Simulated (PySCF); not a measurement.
**C₃H₇BF₂O: electronic excitations**

Wanted: the electronic excitations of C₃H₇BF₂O (`CCCOB(F)F`), by calculation.

Programs: PySCF 2.14.0, with density-fitted response routines of our own. Each step states its level of theory. These are calculated values for one molecule in the gas phase, unless marked as measured. Atoms are numbered from 0 throughout.

## 1. Starting geometry

14 atoms, charge 0, multiplicity 1; geometry from: GFN2-xTB.

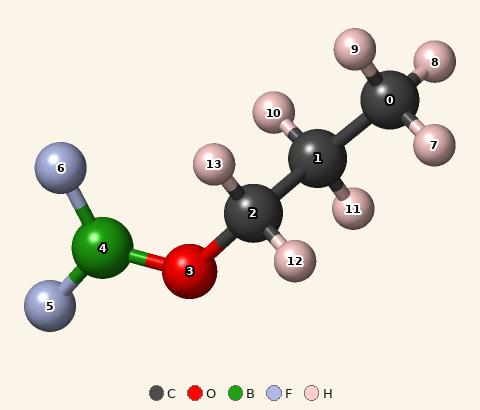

As it starts; carbon dark grey, oxygen red, boron green, fluorine light blue, hydrogen pink, atoms numbered.

## 2. Excited states and response: PBE0/def2-SVPD

The job: settings as JSON, then the geometry in Å.

```
{"job": {"kind": "uv", "xc": "PBE0", "basis": "def2-SVPD", "nstates": 8, "ntriplets": 3}, "charge": 0, "multiplicity": 1}
C     -2.061195    -0.004085    -0.328585
C     -0.659949    -0.573366    -0.147506
C      0.407177     0.484249    -0.420933
O      1.710349    -0.082095    -0.318064
B      2.465344    -0.033341     0.757146
F      3.644832    -0.626162     0.761873
F      2.140040     0.599612     1.881446
H     -2.200434     0.354288    -1.345586
H     -2.805394    -0.770170    -0.129065
H     -2.228910     0.825063     0.354526
H     -0.534018    -0.940478     0.873108
H     -0.503935    -1.411544    -0.828583
H      0.321005     0.860664    -1.444341
H      0.304410     1.316893     0.282528
```

Level: TDDFT PBE0/def2-SVPD, vertical, gas phase, core orbitals frozen in the response.

On the command line:

```sh
> OMP_NUM_THREADS=1 python probes_run.py task.json out
```

One launch serves the whole session: the jobs run in the order shown.

The log of the run:

```text
coarse grid: 11944 points
cycle   1  E = -417.5666947579  dE =  7.352e-01  |g| = 7.540e-01  |ddm| = 4.989e+00
cycle   2  E = -417.4938189897  dE =  7.288e-02  |g| = 1.010e+00  |ddm| = 1.809e+00
cycle   3  E = -417.6695599971  dE = -1.757e-01  |g| = 6.897e-02  |ddm| = 9.532e-01
cycle   4  E = -417.6702145396  dE = -6.545e-04  |g| = 3.971e-02  |ddm| = 1.005e-01
cycle   5  E = -417.6705071177  dE = -2.926e-04  |g| = 6.357e-03  |ddm| = 4.084e-02
cycle   6  E = -417.6705131379  dE = -6.020e-06  |g| = 2.518e-03  |ddm| = 8.896e-03
final grid: 116856 points
cycle   7  E = -417.7317216995  dE = -5.242e-05  |g| = 9.952e-03  |ddm| = 9.485e-02
cycle   8  E = -417.7316986607  dE =  2.304e-05  |g| = 1.512e-02  |ddm| = 2.259e-02
cycle   9  E = -417.7317403397  dE = -4.168e-05  |g| = 9.931e-04  |ddm| = 1.304e-02
cycle  10  E = -417.7317405656  dE = -2.259e-07  |g| = 2.169e-04  |ddm| = 1.357e-03
cycle  11  E = -417.7317405761  dE = -1.053e-08  |g| = 5.382e-05  |ddm| = 4.074e-04
cycle  12  E = -417.7317405767  dE = -6.373e-10  |g| = 1.460e-05  |ddm| = 1.145e-04
converged SCF energy = -417.7317405767

Static polarisability (au): isotropic 54.639, principal 48.541 49.675 65.700

Singlet excitations
state   eV       nm        f      main configurations
  1   8.4274    147.1   0.00099   H->L 0.97
  2   8.8170    140.6   0.00009   H-1->L 0.93
  3   8.8773    139.7   0.01189   H->L+1 0.94
  4   9.2088    134.6   0.00946   H-1->L+1 0.81, H-2->L 0.14
  5   9.3096    133.2   0.09206   H->L+2 0.96
  6   9.4469    131.2   0.02151   H-1->L+2 0.67, H-2->L 0.12
  7   9.6042    129.1   0.00036   H-2->L 0.57, H->L+3 0.11, H-1->L+2 0.10
  8   9.6295    128.8   0.01726   H->L+3 0.85, H-2->L 0.08

Triplet excitations (Tamm-Dancoff, eV): 8.2749 8.4582 8.6206
```

Wall time 32 s (1 thread of Arm Neoverse V2, shared host); peak memory 0.82 GiB.

The orbitals next to the gap, with their largest atomic shares:

```csv
orbital,eV,atoms
HOMO−3,-10.55,"C0 30 %, C1 28 %, H9 8 %"
HOMO−2,-10.29,"O3 27 %, C0 20 %, C1 13 %"
HOMO−1,-9.64,"O3 22 %, C2 19 %, C1 17 %"
HOMO,-9.25,"O3 36 %, C2 17 %, C1 16 %"
LUMO,0.36,"B4 48 %, F6 7 %, C2 7 %"
LUMO+1,0.75,"C0 25 %, B4 12 %, H7 10 %"
LUMO+2,1.21,"O3 20 %, B4 11 %, H10 10 %"
```

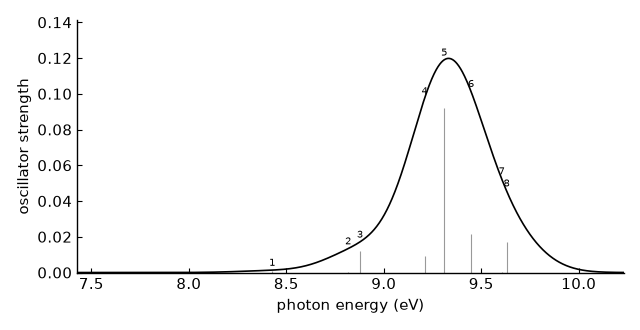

Absorption spectrum from the 8 singlet states computed; above the last one it falls off for lack of states. Lines are broadened to a width of 0.40 eV (Gaussian).

Ground-state properties from the same run:

```csv
property,computed
dipole moment (D),2.93
polarisability (Å³),8.10
HOMO–LUMO gap (eV),9.61
−ε(HOMO) (eV),9.25
```

## 3. Results

```
                                quantity                        value
         lowest singlet (PBE0/def2-SVPD)  8.43 eV (147 nm), f = 0.001
brightest single state of those computed  state 5, 9.31 eV, f = 0.092
                          lowest triplet                      8.27 eV
```

**Reading.** The first singlet state (HOMO→LUMO 0.97) lies at 8.43 eV and is dark; of the 8 states computed, the strongest absorption comes from state 5 at 9.31 eV. The lowest triplet lies 0.15 eV below the lowest singlet (triplets in Tamm-Dancoff, singlets in full TDDFT). States above −ε(HOMO) lie where TDDFT describes them poorly and they hang on the basis; the brightest is among them.
